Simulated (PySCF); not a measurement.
## Electronic structure of C5H8AsO2 (charge −1) in real space

```yaml
atoms:
  - { symbol: O, position_ang: [3.4031, 0.0706, 0.5716] }
  - { symbol: C, position_ang: [2.2348, 0.0336, 0.9797] }
  - { symbol: O, position_ang: [1.7704, 0.3213, 2.1129] }
  - { symbol: C, position_ang: [1.1375, -0.3419, -0.0615] }
  - { symbol: C, position_ang: [0.7409, 0.9045, -0.8532] }
  - { symbol: C, position_ang: [0.0188, 1.8569, 0.1003] }
  - { symbol: C, position_ang: [-1.0504, 1.0914, 0.8906] }
  - { symbol: As, position_ang: [-0.4596, -0.8156, 0.9988] }
  - { symbol: H, position_ang: [1.4734, -1.1530, -0.7261] }
  - { symbol: H, position_ang: [1.6464, 1.3748, -1.2768] }
  - { symbol: H, position_ang: [0.0775, 0.6342, -1.6961] }
  - { symbol: H, position_ang: [-0.4158, 2.7169, -0.4414] }
  - { symbol: H, position_ang: [0.7574, 2.2495, 0.8145] }
  - { symbol: H, position_ang: [-1.1550, 1.4858, 1.9115] }
  - { symbol: H, position_ang: [-2.0381, 1.1262, 0.4045] }
  - { symbol: H, position_ang: [-1.3145, -1.2217, -0.2455] }
```

Geometry: PBE0-D3(BJ)/def2-SVP.

Level of theory: PySCF 2.14.0, CAM-B3LYP/def2-SVPD, SCF density, gas phase.

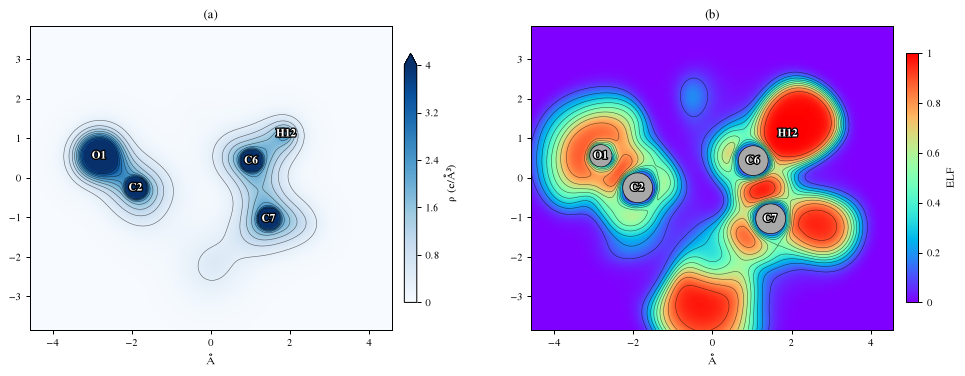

Figure 1. (a) total electron density; (b) electron localisation function on the plane of atoms C7, C6 and H12. Grey discs cover the atomic cores in the ELF map.

Question: Describe what can be read from this map.

Answer: Atoms in the plane: O, C and H. C–O (1.24 Å): ρ is about 3.1 e/Å³ halfway; the ELF peaks at about 0.90 between the atoms (a polar covalent bond). C–C (1.53 Å): ρ at the midpoint is about 1.6 e/Å³; the ELF peaks at about 0.95 between the atoms, as expected for localised, covalent bonding. C–H (1.11 Å): ρ at the midpoint is about 1.9 e/Å³; the ELF climbs to about 1 towards the hydrogen, as it does in any bond to H (a covalent bond by its length). The ELF also peaks beside O1, away from the bonds: lone-pair regions.

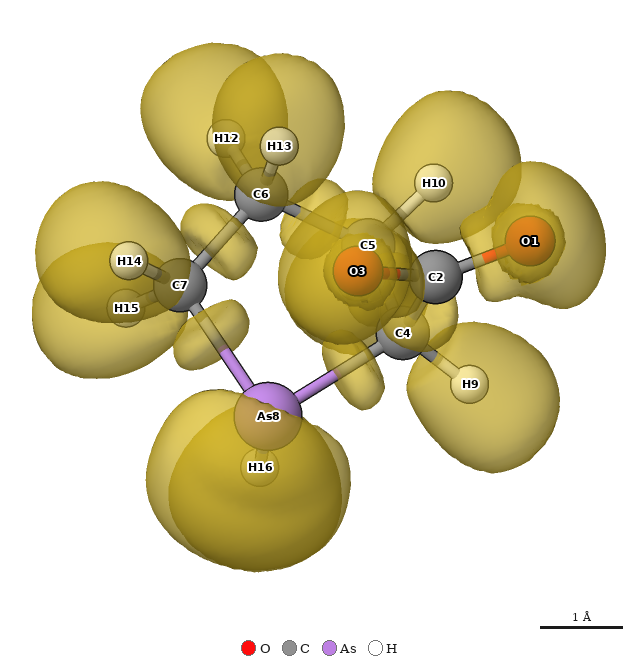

Figure 2. Isosurface of the electron localisation function at 0.75 (yellow), seen at a tilt. Only the valence region is drawn (cores and ρ < 0.01 e/Å³ removed).

Question: Identify the bonds, lone pairs and shells in this picture.

Answer: The surface consists of two regions between bonded As–C atoms (shared pairs), four regions between bonded C–C atoms (shared pairs), eight regions around hydrogen nuclei, two regions on O in which the atom's valence shell and bonds are merged and one lobe on As, pointing away from the bonds (lone pairs).
